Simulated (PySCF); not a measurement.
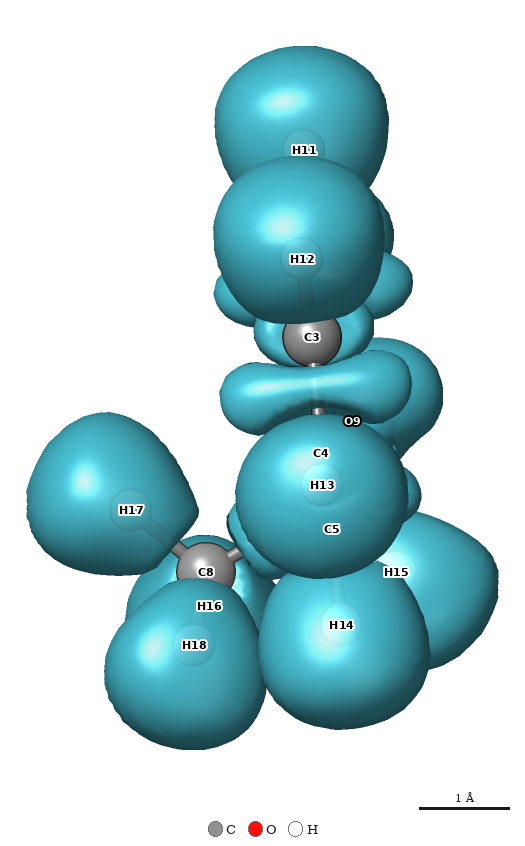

Figure. C8H9O (doublet). Isosurface of the electron localisation function at 0.75 (cyan), seen at an oblique angle. Only the valence region is drawn (cores and ρ < 0.01 e/Å³ removed).

Geometry: GFN2-xTB.

These are results of PySCF, UKS B3LYP, pcH-1 on C H O, non-relativistic, mean-field spin-orbit, GIAO, not measurements.

```xyz
18

C    -1.2587   -1.7298    0.7732
C    -1.1917   -0.4877    0.2898
C    -2.1977    0.5662    0.3447
C    -1.7029    1.6600   -0.2770
C    -0.3734    1.3718   -0.7547
C    -0.0362    0.1042   -0.3979
C     1.2839   -0.5992   -0.5863
C     2.3892    0.0727    0.2759
O     1.2572   -1.9125   -0.5277
H    -0.4134   -2.3922    0.6475
H    -2.1375   -2.1075    1.2697
H    -3.1517    0.4575    0.8248
H    -2.1993    2.6039   -0.4138
H     0.2369    2.0714   -1.2977
H     1.5440   -0.3311   -1.6453
H     3.3451   -0.3996    0.0668
H     2.1483   -0.0792    1.3252
H     2.4492    1.1375    0.0713
```

Identify the bonds, lone pairs and shells in this picture.

Answer. The ELF exceeds this value in eight regions between bonded C–C atoms (shared pairs), nine regions around hydrogen nuclei and one region on O in which the atom's valence shell and bonds are merged.

Values along the shortest contacts:
C–O (1.31 Å): the ELF peaks at about 0.90 between the atoms: a shared but strongly polarised pair. C–C (1.33 Å): the ELF peaks at about 0.95 between the atoms (a short, multiple covalent bond).
